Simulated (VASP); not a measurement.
Band structure of Zr (relaxed from the simple-cubic structure, space group Pm-3m). Calculation: r2SCAN meta-GGA, VASP's PBE PAW potentials (set 64) (plane waves; VASP).

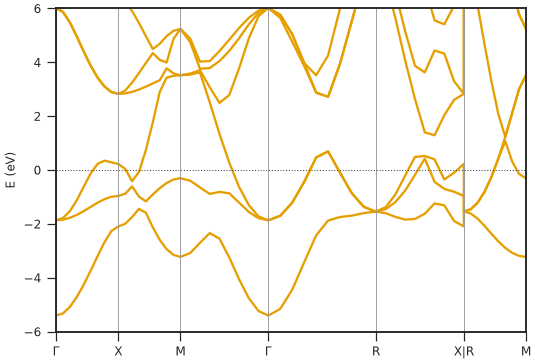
Figure. Bands along high-symmetry lines, zero at the valence-band maximum or, without a gap, the Fermi level

### Question
Read the plot: is there a gap, and where are the band edges?

### Answer
It has no gap at this level: it comes out as a metal or semimetal.

The structure was generated: Zr was put into the simple-cubic type (Pm-3m), which need not be its known phase. It was relaxed first, which changed the volume by -6 %.
